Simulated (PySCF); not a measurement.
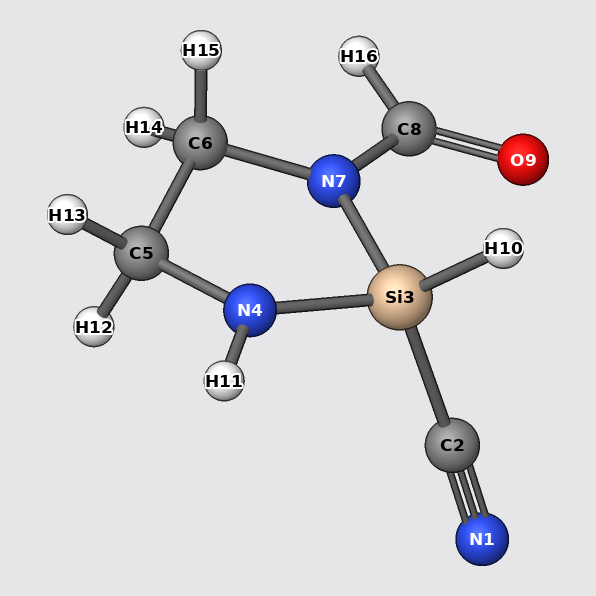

The questions are on isotropic NMR shieldings of the N atoms. The geometry was computed by an optimisation with GFN2-xTB. No frequency run is at hand to confirm it as a minimum. Properties computed with GIAO PBE0/pcSseg-1 NMR shielding, non-relativistic, gas phase (PySCF 2.14.0).

List the isotropic NMR shieldings of the N atoms.

```tsv
atom	σ (ppm)
N1	−87.2
N4	239.2
N7	133.7
```

The geometry is semi-empirical. Around Si such bond lengths and angles can be off by a tenth of an ångström or more and by several degrees, and values that hang on the shape move with them.
